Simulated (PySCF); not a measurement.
The calculation's input:

```
{"job": {"kind": "uv", "xc": "wB97X-D", "basis": "def2-SVPD", "nstates": 8, "ntriplets": 3}, "charge": 0, "multiplicity": 1}
C      1.253870    -1.290770     0.102278
C      1.025689    -0.007421     0.339216
C      1.729808     1.117951    -0.352797
P     -0.120277     0.512017     1.681070
C     -1.632512     0.246727     1.013479
C     -1.947647    -0.258886    -0.344398
F     -3.246787    -0.092657    -0.645591
F     -1.257936     0.359239    -1.324664
F     -1.699989    -1.577403    -0.503281
H      1.958449    -1.605808    -0.650192
H      0.741160    -2.075309     0.634364
H      1.015323     1.703733    -0.930977
H      2.494348     0.737999    -1.025806
H      2.191982     1.781419     0.378649
H     -2.509894     0.457161     1.606737
```

Run with:

```sh
OMP_NUM_THREADS=1 python probes_run.py task.json out
```

Geometry: GFN2-xTB.

All numbers below come from PySCF 2.14.0, wB97X-D/def2-SVPD, SCF density, gas phase.

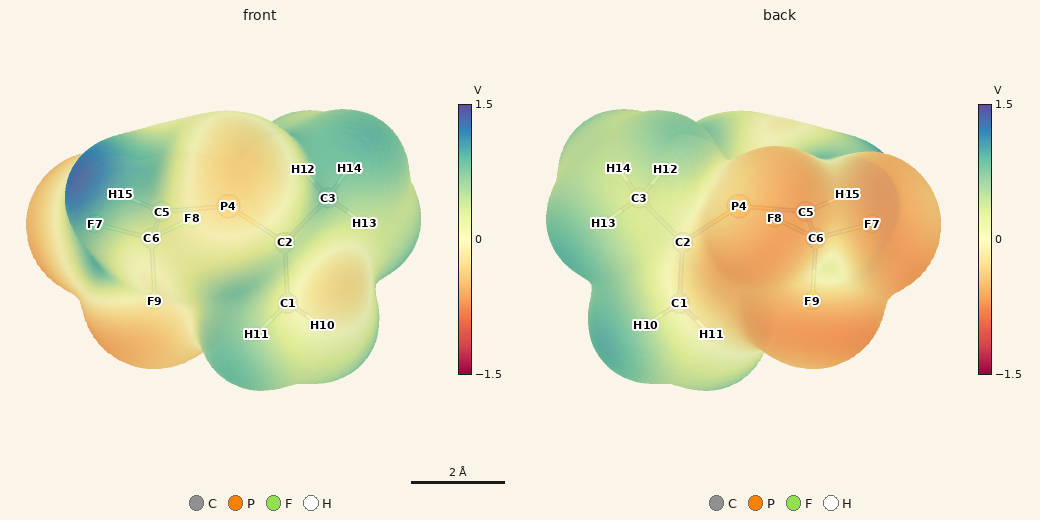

C$_{5}$H$_{6}$F$_{3}$P (SMILES C=C(C)/P=C\C(F)(F)F). The electrostatic potential painted on the density surface at 0.002 e/bohr³, seen from the front and from behind; the colour scale runs from red (negative) to blue (positive).

Question: Which sites attract a positive test charge, and which a negative one?

Answer: A positive charge is drawn to the negative regions and a negative charge to the positive ones. The most negative region (about −0.7 V) lies over F7, F8 and F9, the most positive (about +1.3 V) over H15.

Question: What dipole moment does the calculation give?

Answer: Its dipole moment is 1.88 D.
